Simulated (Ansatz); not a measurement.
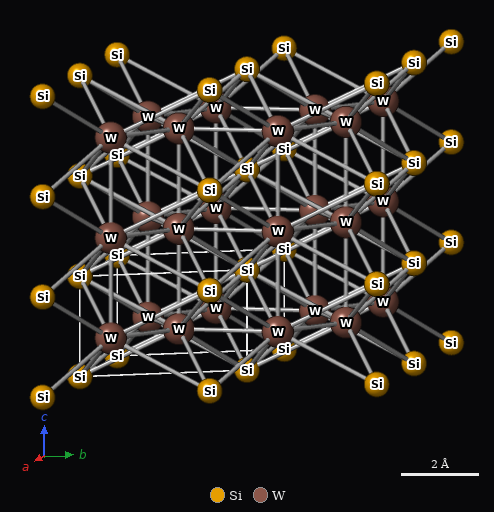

Starting structure of solid SiW₂ (a generated structure, set up in P6/mmm). Style: ball-and-stick. Shown: the cell of the calculation, repeated 2 × 2 × 3 with one cell outlined, slightly off an axis.

Method: DFT PBE, scalar-relativistic, plane waves, PAW in Ansatz 0.2.0.

The input:
```yaml
crystal:
  lattice:
    - [4.5578479663, 0.0, 0.0]
    - [-2.2789239832, 3.9472121254, 0.0]
    - [0.0, 0.0, 2.6261202535]
  atoms:
    - { symbol: Si, position: [0.0, 0.0, 0.0] }
    - { symbol: W, position: [0.3333333333, 0.6666666667, 0.5] }
    - { symbol: W, position: [0.6666666667, 0.3333333333, 0.5] }
basis:
  ecutwfc: 420
kpoints:
  mp_grid: { grid: [12, 12, 18] }
hamiltonian:
  xc: pbe
scf:
  occupations: { method: gaussian, width: 0.1 }
output:
  forces: true
  stress: true
  eigenvalues: true
  write_density: true
  write_potential: true
  elf: true
  volumetric_format: npy
relax:
  adjacent_minimum: "off"
  f_tol: 0.01
  max_steps: 80
  cell: { stress_tol: 0.05 }
```

Launched with:
```bash
ansatz run input.yaml --threads 1 --pin off --max-ram 2560MiB --backend cpu --events-out ev --progress --plain --runs-dir out
```

What does the optimiser find from here?

Over 4 accepted moves (5 points after the start) the energy falls by 0.8 meV per atom. All forces vanish by symmetry, so only the cell relaxes. The pressure goes from 1.05 to 0.00 GPa. The SCF was repeated once at an unchanged geometry on a basis and grid sized afresh for the cell, which shifted the energy by less than 0.05 meV per atom at most. The atoms keep their places relative to the cell (all moves are under 0.005 Å). The volume changes by +0.5 %, with a = b 4.558 → 4.553 Å (−0.1 %), c 2.626 → 2.645 Å (+0.7 %). Some distances before and after: W2–W2 2.626 → 2.645 Å. The space group stays P6/mmm (No. 191). The run took 30 s on 1 thread of Intel(R) Xeon(R) 6975P-C (Granite Rapids), on a shared host, peak memory 0.5 GiB.

Step by step:

```json
{"step": "0", "E − E(0), meV/atom": "0.00", "pressure, GPa": "1.05", "volume, Å³/atom": "15.749", "note": ""}
{"step": "1", "E − E(0), meV/atom": "-0.35", "pressure, GPa": "-1.19", "volume, Å³/atom": "15.920", "note": ""}
{"step": "2", "E − E(0), meV/atom": "-0.72", "pressure, GPa": "-0.14", "volume, Å³/atom": "15.837", "note": ""}
{"step": "3", "E − E(0), meV/atom": "-0.74", "pressure, GPa": "0.00", "volume, Å³/atom": "15.826", "note": ""}
{"step": "4", "E − E(0), meV/atom": "-0.74", "pressure, GPa": "0.00", "volume, Å³/atom": "15.826", "note": ""}
{"step": "5", "E − E(0), meV/atom": "-0.77", "pressure, GPa": "0.00", "volume, Å³/atom": "15.826", "note": "same geometry, new basis"}
```

The structure at the end:

```xyz
3
Lattice="4.5528 0.0000 0.0000 -2.2764 3.9428 0.0000 0.0000 0.0000 2.6449" Properties=species:S:1:pos:R:3 pbc="T T T"
Si    2.2764    3.9428    0.0000
W     0.0000    2.6285    1.3225
W     2.2764    1.3143    1.3225
```
